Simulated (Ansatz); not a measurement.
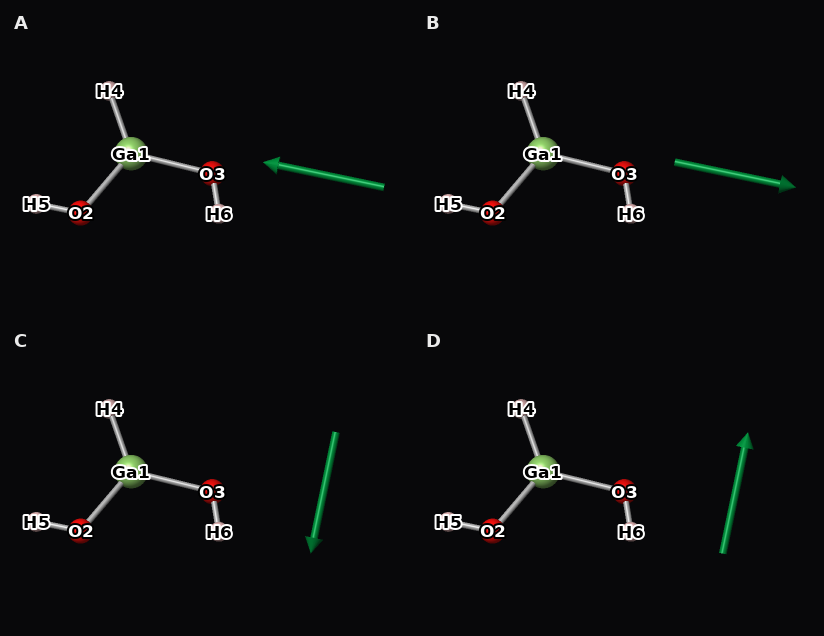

The same molecule four times, each with an arrow. The computed structure is the end point of a PBE0-D4/def2-TZVP optimisation. Method: RKS PBE0-D4/def2-TZVP (Ansatz 0.2.0).

Question: Which arrow points along the dipole moment, from the negative to the positive end?

Answer: A. The dipole moment is 1.79 D; it points from the side of H6 to the side of H5 (the outermost atoms at the two ends).
